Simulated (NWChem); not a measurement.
# SiNH4F (SMILES N[SiH2]F): PBE0/6-311+G(d,p)

What is the vertical ionisation energy of SiNH4F at PBE0/6-311+G**? 

The calculation is run with NWChem 7.3.0.

### Step 1. The molecule

SiNH4F: 7 atoms, total charge 0, spin state singlet. As SMILES, `N[SiH2]F`. Geometry: relaxed at PBE0-D4/def2-TZVP. This is one conformer, not always the lowest.

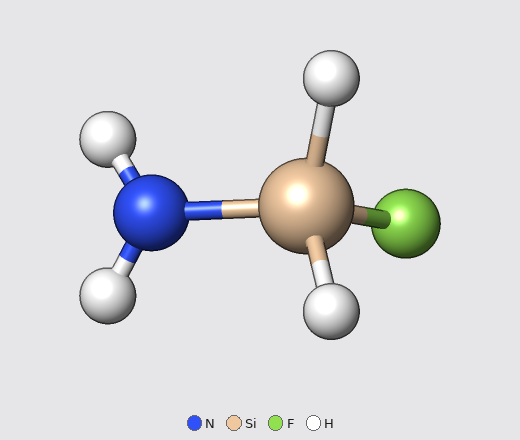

The structure, seen from a chosen angle (nitrogen blue, silicon light orange, fluorine green, hydrogen white).

### Step 2. The energy at PBE0/6-311+G(d,p)

Contents of fh4nsi.nw:

```
echo
start fh4nsi
memory stack 880 mb heap 220 mb global 1100 mb

geometry units atomic noautosym nocenter noautoz
   N   -1.43902644   0.64061716  -1.18145677
   Si   1.00363354  -0.21864131   0.70562373
   F    0.97339793  -3.12541804   1.56809474
   H   -1.48645857   0.19861022  -3.03036481
   H   -3.17889729   0.97037436  -0.48830523
   H    0.86152614   1.27783281   3.06267913
   H    3.38147593   0.12850138  -0.72244230
end

basis spherical bse
   * library 6-311+G**
end

dft
   xc pbe0
   mult 1
   grid lebedev 35 6
   convergence energy 1e-08
   iterations 100
   mulliken
   noprint "final vectors analysis"
end

task dft
```

The run is started by

```
$ nwchem fh4nsi.nw > fh4nsi.out
```

Log (excerpt; [...] marks lines left out):

```text
[...]
          Wavefunction type:  closed shell.
          No. of atoms     :     7
          No. of electrons :    34
[...]
          Charge           :     0
          Spin multiplicity:     1
[...]
          AO basis - number of functions:    98
[...]
              XC Information
              --------------
                         PBE0 Method XC Functional
                     Hartree-Fock (Exact) Exchange  0.250
          PerdewBurkeErnzerhof Exchange Functional  0.750
            Perdew 1991 LDA Correlation Functional  1.000 local
           PerdewBurkeErnz. Correlation Functional  1.000 non-local
[...]
 d= 0,ls=0.0,diis     1   -446.2854064727 -5.65D+02  8.13D-03  8.62D-01     1.2
[...]
 d= 0,ls=0.0,diis     8   -446.3512547839 -7.03D-09  1.44D-06  4.65D-08     6.7
         Total DFT energy =     -446.351254783858
      One electron energy =     -853.610165995753
           Coulomb energy =      328.286673733197
    Exchange-Corr. energy =      -39.615709223248
 Nuclear repulsion energy =      118.587946701946
[...]
      Total Density - Mulliken Population Analysis
     ---------------------------------------------
    Atom       Charge   Shell Charges
 -----------   ------   -------------------------------------------------------
    1 N    7     7.81   1.10  0.90  0.80  0.84  1.85  0.69  1.51 -0.03  0.16  0.01
    2 Si  14    13.22   0.79  1.18  0.95  1.03  0.80  0.40  1.97  3.90  0.66  1.07  0.09  0.04  0.02  0.31
    3 F    9     9.27   1.08  0.92  1.17  1.08  2.38  0.92  1.83 -0.15  0.05  0.00
    4 H    1     0.72   0.27  0.39  0.02  0.05
    5 H    1     0.72   0.27  0.39  0.02  0.05
    6 H    1     1.13   0.25  0.59  0.27  0.01
    7 H    1     1.13   0.25  0.59  0.27  0.01
[...]
```

Wall time 7.8 s (1 thread of AMD EPYC 7R13 (Zen 3), shared host); peak memory 0.1 GiB.

### Step 3. The doublet cation

Contents of sp.nw:

```
START sp
memory 2200 mb
charge 1
GEOMETRY units angstrom noautosym nocenter noautoz
  N     -0.761500     0.339000    -0.625200
  Si     0.531100    -0.115700     0.373400
  F      0.515100    -1.653900     0.829800
  H     -0.786600     0.105100    -1.603600
  H     -1.682200     0.513500    -0.258400
  H      0.455900     0.676200     1.620700
  H      1.789400     0.068000    -0.382300
END
BASIS spherical bse
  * library 6-311+G**
END
DFT
  xc pbe0
  mult 2
  grid lebedev 35 6
  convergence energy 1e-08
  iterations 100
  mulliken
  noprint "final vectors analysis"
END
TASK dft energy
```

The run is started by

```
$ nwchem sp.nw > sp.out
```

Log (excerpt; [...] marks lines left out):

```text
[...]
          Wavefunction type:  spin polarized.
          No. of atoms     :     7
          No. of electrons :    33
[...]
          Charge           :     1
          Spin multiplicity:     2
[...]
          AO basis - number of functions:    98
[...]
              XC Information
              --------------
                         PBE0 Method XC Functional
                     Hartree-Fock (Exact) Exchange  0.250
          PerdewBurkeErnzerhof Exchange Functional  0.750
            Perdew 1991 LDA Correlation Functional  1.000 local
           PerdewBurkeErnz. Correlation Functional  1.000 non-local
[...]
 d= 0,ls=0.0,diis     1   -445.6438811152 -5.64D+02  1.02D-02  8.72D-01     1.3
[...]
 d= 0,ls=0.0,diis    14   -445.9561918213 -3.14D-09  1.92D-07  1.07D-10    13.3
[...]
         Total DFT energy =     -445.956191821274
      One electron energy =     -844.456462349348
           Coulomb energy =      319.225768202716
    Exchange-Corr. energy =      -39.313452928289
 Nuclear repulsion energy =      118.587955253647
[...]
      Total Density - Mulliken Population Analysis
     ---------------------------------------------
    Atom       Charge   Shell Charges
 -----------   ------   -------------------------------------------------------
    1 N    7     7.27   1.10  0.90  0.77  0.91  1.78  0.68  1.12 -0.05  0.06  0.01
    2 Si  14    13.26   0.79  1.18  0.95  1.03  0.82  0.46  1.97  3.90  0.68  1.10  0.04  0.04  0.01  0.29
    3 F    9     9.19   1.08  0.92  1.16  1.09  2.36  0.92  1.78 -0.13  0.02  0.00
    4 H    1     0.63   0.26  0.36 -0.03  0.04
    5 H    1     0.63   0.26  0.36 -0.03  0.04
    6 H    1     1.01   0.24  0.56  0.19  0.01
    7 H    1     1.01   0.24  0.56  0.19  0.01
[...]
      <S2> =      0.7539 (Exact =     0.7500)
[...]
```

Wall time 14 s (1 thread of AMD EPYC 7R13 (Zen 3), shared host); peak memory 0.1 GiB.

### Step 4. Outcome

Level: PBE0/6-311+G**.

```
                                          quantity          value
                      singlet SiNH4F: total energy  -446.35125 Eh
                     singlet SiNH4F: dipole moment         2.04 D
                      doublet cation: total energy  -445.95619 Eh
                              doublet cation: ⟨S²⟩          0.754
vertical ionisation energy (to the doublet cation)      10.750 eV
```

**Reading.** Removing an electron at fixed nuclei costs 10.75 eV (1037 kJ/mol). Mulliken charges (doublet cation) run from -0.27 on N1 to +0.74 on Si2; in a basis this large or diffuse they mean little.
